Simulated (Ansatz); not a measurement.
**BSiN2H5 (SMILES N[SiH]1BN1): wB97M-V/cc-pVDZ**

Aim: the vertical ionisation energy of BSiN2H5 at wB97M-V/cc-pVDZ, from 2 runs. 

Program for the calculation: Ansatz 0.2.0.

61 further runs of the same task are left out: 61 set aside as unsound or not needed.

### Step 1. Starting point

BSiN2H5: 9 atoms, total charge 0, spin state singlet. As SMILES, `N[SiH]1BN1`. Geometry: relaxed at PBE0-D4/def2-TZVP. This is one conformer, not always the lowest.

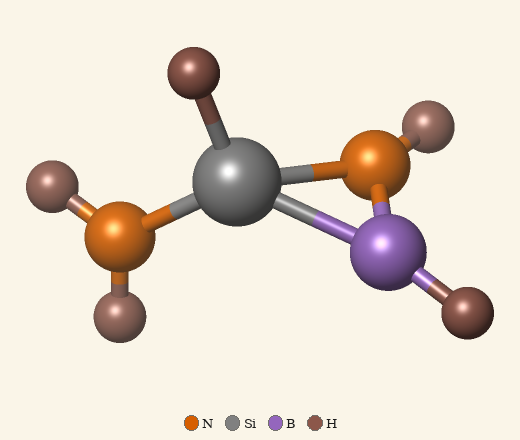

The structure, seen from a chosen angle (nitrogen orange, silicon grey, boron purple, hydrogen brown).

### Step 2. A single-point energy at wB97M-V/cc-pVDZ

Contents of in.yaml:

```yaml
crystal:
  periodic: [false, false, false]
  atoms:
    - {symbol: "N", position_ang: [-0.637800, 1.588100, 0.218200]}
    - {symbol: Si, position_ang: [0.258900, 0.175500, 0.530500]}
    - {symbol: B, position_ang: [-0.233900, -1.625800, 0.110200]}
    - {symbol: N, position_ang: [0.650500, -0.971600, -0.738400]}
    - {symbol: H, position_ang: [-0.221300, 2.503300, 0.212900]}
    - {symbol: H, position_ang: [-1.561800, 1.577300, -0.177300]}
    - {symbol: H, position_ang: [1.441200, 0.620900, 1.305200]}
    - {symbol: H, position_ang: [-0.741300, -2.702400, 0.114400]}
    - {symbol: H, position_ang: [1.134000, -1.211600, -1.592900]}
basis:
  gaussian: {orbitals: cc-pVDZ}
hamiltonian: {xc: {name: wB97M-V}}
accuracy: high
output: {orbitals: {seedname: orbitals}}
```

Started as:

```sh
$ ansatz run in.yaml --threads 1 --pin off --max-ram 3480MiB --events-out events.jsonl --progress --plain --runs-dir runs
```

Log:

```text
Warning: RAYON_NUM_THREADS=1 ignored (pool sized by the plan → 1); use --threads N
Functional definition: wB97M-V
  name "wB97M-V"
  parameter omega = 0.3/bohr
  parameter cx = 0.15
  parameter cx01 = 1.007
  parameter cx10 = 0.259
  parameter css00 = 0.443
  parameter css04 = -1.437
  parameter css10 = -4.535
  parameter css20 = -3.390
  parameter css43 = 4.278
  parameter cos00 = 1.000
  parameter cos10 = 1.358
  parameter cos20 = 2.924
  parameter cos21 = -8.812
  parameter cos60 = -1.390
  parameter cos61 = 9.142
  parameter b = 6.0
  parameter c = 0.01
  gx(w, u) = 1 - cx + cx01*u + cx10*w
  gss(w, u) = css00 + css04*u^4 + css10*w + css20*w^2 + css43*w^4*u^3
  gos(w, u) = cos00 + cos10*w + (cos20 + cos21*u)*w^2 + (cos60 + cos61*u)*w^6
  exchange = spin_sum(e_x_unif_sr(omega)*gx(b97_w, b97_u_x)) + cx*exact_x_sr(omega) + exact_x_lr(omega)
  correlation = spin_sum(e_c_pw_mod_same_spin*gss(b97_w, b97_u_same))
      + integral(e_c_pw_mod_opposite_spin*gos(b97_w_opposite, b97_u_opposite)) + vv10(b, c)
1994 factors; integrals over basis functions are off by at most 3.8e-9 eV
378 factors; integrals over basis functions are off by at most 2.4e-9 eV
mean field evaluation 1: about -11607.3681 eV, gradient 5.6e1 eV
mean field evaluation 2: about -11607.5642 eV, gradient 5.5e1 eV
mean field evaluation 4: about -11613.6488 eV, gradient 2.4e0 eV
mean field evaluation 8: about -11613.7844 eV, gradient 1.1e-1 eV
mean field evaluation 16: about -11613.7844 eV, gradient 4.7e-5 eV
mean field -11613.78444529 eV, -426.7987062584 hartree, gradient 5.9e-8 eV, S^2 0.000000; 0 other end points of the search recorded, 0 dependent functions left out
reference -11613.78444985 eV, -426.7987064261 hartree; 19, 19 occupied and 66, 66 virtual orbitals, 1994 factors
Total energy: -11613.78444985 eV, -426.7987064261 hartree
```

Run time: 74 s. Hardware: 1 thread of Arm Neoverse V1, shared host; peak memory 0.53 GiB.

### Step 3. The doublet cation

Contents of run.yaml:

```yaml
crystal:
  periodic: [false, false, false]
  atoms:
    - {symbol: "N", position_ang: [-0.637800, 1.588100, 0.218200]}
    - {symbol: Si, position_ang: [0.258900, 0.175500, 0.530500]}
    - {symbol: B, position_ang: [-0.233900, -1.625800, 0.110200]}
    - {symbol: N, position_ang: [0.650500, -0.971600, -0.738400]}
    - {symbol: H, position_ang: [-0.221300, 2.503300, 0.212900]}
    - {symbol: H, position_ang: [-1.561800, 1.577300, -0.177300]}
    - {symbol: H, position_ang: [1.441200, 0.620900, 1.305200]}
    - {symbol: H, position_ang: [-0.741300, -2.702400, 0.114400]}
    - {symbol: H, position_ang: [1.134000, -1.211600, -1.592900]}
basis:
  gaussian:
    orbitals: cc-pVDZ
hamiltonian:
  xc: {name: wB97M-V}
magnetization:
  spin_polarized: true
  initial_magnetization: 1
total_charge: 1
accuracy: high
output: {orbitals: {seedname: orbitals}}
```

Started as:

```sh
$ ansatz run run.yaml --threads 1 --pin off --max-ram 3480MiB --events-out events.jsonl --progress --plain --runs-dir runs
```

Log:

```text
Warning: RAYON_NUM_THREADS=1 ignored (pool sized by the plan → 1); use --threads N
[... 19 set-up lines as earlier in the session ...]
  gx(w, u) = 1 - cx + cx01*u + cx10*w
  gss(w, u) = css00 + css04*u^4 + css10*w + css20*w^2 + css43*w^4*u^3
  gos(w, u) = cos00 + cos10*w + (cos20 + cos21*u)*w^2 + (cos60 + cos61*u)*w^6
[... 2 set-up lines as earlier in the session ...]
      + integral(e_c_pw_mod_opposite_spin*gos(b97_w_opposite, b97_u_opposite)) + vv10(b, c)
1993 factors; integrals over basis functions are off by at most 3.8e-9 eV
378 factors; integrals over basis functions are off by at most 2.4e-9 eV
mean field evaluation 1: about -11591.8525 eV, gradient 5.7e1 eV
mean field evaluation 2: about -11586.0899 eV, gradient 6.6e1 eV
mean field evaluation 4: about -11604.8746 eV, gradient 1.8e0 eV
mean field evaluation 8: about -11605.0298 eV, gradient 5.0e-1 eV
mean field evaluation 16: about -11605.0396 eV, gradient 1.0e-2 eV
mean field evaluation 32: about -11605.0396 eV, gradient 2.7e-6 eV
mean field -11605.03960176 eV, -426.4773391864 hartree, gradient 3.4e-8 eV, S^2 0.758316; 2 other end points of the search recorded, 0 dependent functions left out
reference -11605.03960624 eV, -426.4773393510 hartree; 19, 18 occupied and 66, 67 virtual orbitals, 1993 factors
Total energy: -11605.03960624 eV, -426.4773393510 hartree
```

Run time: 2.3 min. Hardware: 1 thread of Arm Neoverse V1, shared host; peak memory 0.97 GiB.

### Step 4. Summary of results

At wB97M-V/cc-pVDZ:

```
                                          quantity          value
                     singlet BSiN2H5: total energy  -426.79871 Eh
                      singlet BSiN2H5: HOMO energy       -8.52 eV
                      singlet BSiN2H5: LUMO energy        2.28 eV
                    singlet BSiN2H5: HOMO–LUMO gap       10.80 eV
                      doublet cation: total energy  -426.47734 Eh
doublet cation: HOMO energy (highest over α and β)      -15.78 eV
 doublet cation: LUMO energy (lowest over α and β)       -8.99 eV
                              doublet cation: ⟨S²⟩          0.758
vertical ionisation energy (to the doublet cation)       8.745 eV
```

**Reading.** The vertical ionisation energy comes to 8.74 eV (844 kJ/mol). −ε(HOMO) before ionisation, 8.52 eV, is 0.22 eV below this ionisation energy.
